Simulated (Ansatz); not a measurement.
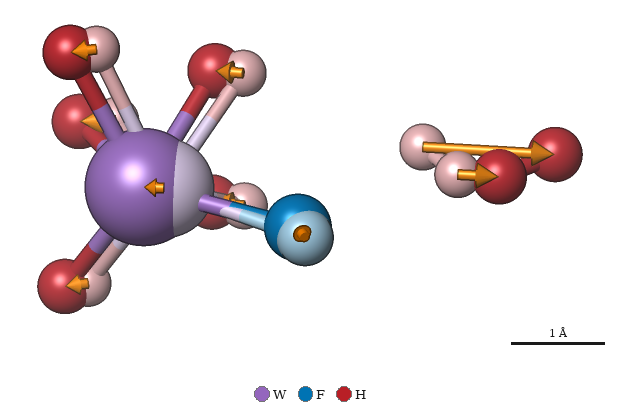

This is a relaxation of WH7F. The starting structure is drawn faded, the final one solid; orange arrows show the displacements, at their true length. The two geometries are superimposed by the best rigid fit.

A ball-and-stick model, seen at a tilt.

The run prepares an end point of a later path (reaction) calculation, from a guessed geometry.

Computed with Ansatz, RKS PBE0-D4/def2-SVP.

Input file:
```yaml
crystal:
  periodic: [false, false, false]
  atoms:
    - { symbol: W, position_ang: [-0.412923, -0.421537, 0.337446] }
    - { symbol: F, position_ang: [0.107117, 0.070228, 2.062306] }
    - { symbol: H, position_ang: [1.106808, -0.040112, -0.149743] }
    - { symbol: H, position_ang: [-0.046627, 1.089949, -0.179143] }
    - { symbol: H, position_ang: [-1.711332, 0.330471, -0.450095] }
    - { symbol: H, position_ang: [0.278671, -1.73465, -0.483374] }
    - { symbol: H, position_ang: [-0.107667, -0.146921, -1.292006] }
    - { symbol: H, position_ang: [1.543257, 1.632585, 1.092287] }
    - { symbol: H, position_ang: [1.547097, 1.620586, 1.809522] }
basis:
  gaussian: { orbitals: def2-SVP }
hamiltonian:
  xc: pbe0
  dispersion: d4
relax:
  f_tol: 0.03
  max_steps: 50
```

Run as
```bash
ansatz run input.yaml --threads 1 --pin off --max-ram 2048MiB --backend cpu --events-out ev --progress --plain --runs-dir out
```

> Atoms of which element are displaced furthest, and by how much?

Hydrogen: up to 1.45 Å, against 0.23 Å for fluorine.

> What happened in the run?

The atom that moves furthest after the best rigid fit is H8 (1.45 Å). By element the largest moves are H 1.45 Å, F 0.23 Å, W 0.22 Å. Near-neighbour distances that change, for instance: W1–H8 2.935 → 4.501 Å, H8–H9 0.717 → 0.761 Å, W1–F2 1.867 → 1.890 Å, W1–H7 1.680 → 1.676 Å. Among the angles between lasting bonds that change: F2–W1–H4 89.2° → 86.5°. After 17 accepted moves (19 points after the start) the energy has fallen by 6.67 kcal/mol. The largest force component goes from 1.7 to 0.029 eV/Å. The line search rejected the trial steps at points 10, 14 of the run. The forces were under the threshold at step 11, but the run went on from there. The run took 52 s on 1 thread of Arm Neoverse V2 (shared host), peak memory 0.15 GiB.
